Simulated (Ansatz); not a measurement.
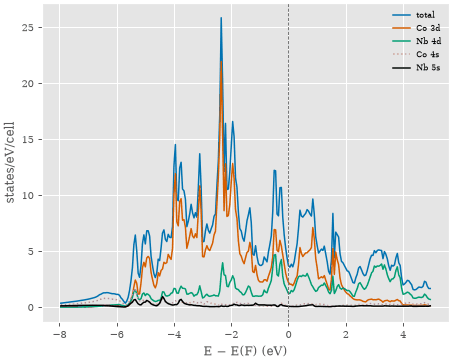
*Total and projected density of states of NbCo2 (cubic Laves (MgCu2 type), Fd-3m), r²SCAN in the plane-wave PAW code Ansatz*

**Question.** Which orbitals carry the states next to the Fermi level?

**Answer.** Within 0.5 eV of the Fermi level: Co 3d 57 %, Nb 4d 36 %. Projections are on Löwdin-orthogonalised atomic valence shells; empty p or d shells of many metals are not among them.

**Question.** Where is the tallest occupied peak in this window, and what makes it?

**Answer.** Near -2.3 eV, about 26 states/eV per cell; the largest projected share is Co 3d.

The workflow started from an entry of the Crystallography Open Database (COD). Its standing as an ambient phase is unchecked. The r²SCAN relaxation kept the symmetry of its start; its stability against distortions is not shown here. The final state is ferromagnetic, the only order run, not a proven ground state. Other orbital occupations within this spin state were not tried. Spin–orbit coupling is left out wherever it is not named.

Potentials: the later of the program's two PAW sets.
